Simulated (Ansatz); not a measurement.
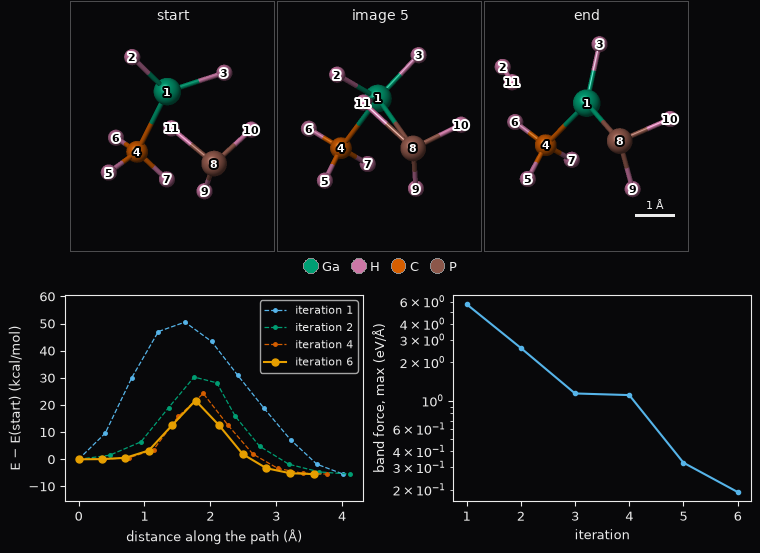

A search for the minimum-energy path of CH8GaP, made up at the start of CH$_{5}$Ga and PH3 by the nudged elastic band. Images are numbered from 0 (start) to 10 (end). The plot follows the band through its iterations. The picture is a ball-and-stick view, seen from a free direction.

Method: RKS PBE0-D4/def2-SVP (Ansatz 0.2.0). Settings: 9 movable images; climbing image; force threshold 0.05 eV/Å; iteration limit 6; starting path through a guess of the saddle point.

Question: Did the band converge, and can the barrier be trusted?

Answer: The result isn't final. The band hadn't converged when the run stopped after 6 iterations. The largest component of the band force went from 5.7 to 0.19 eV/Å. The barrier read from it is provisional: over the last two iterations the highest image moved from 24.3 kcal/mol to 21.7 kcal/mol. The iteration limit was low. The first iteration put the highest image at 50.5 kcal/mol. Forward barrier 21.7 kcal/mol, backward barrier 27.1 kcal/mol, with image 5 at the top; the reaction energy is −5.5 kcal/mol.

Limits of the set-up: the start holds two separate molecules, 2.5 Å apart at their closest, whose relative position is a soft coordinate.

The run took 120 s on 2 threads of Arm Neoverse V2 (shared host), peak memory 0.24 GiB.
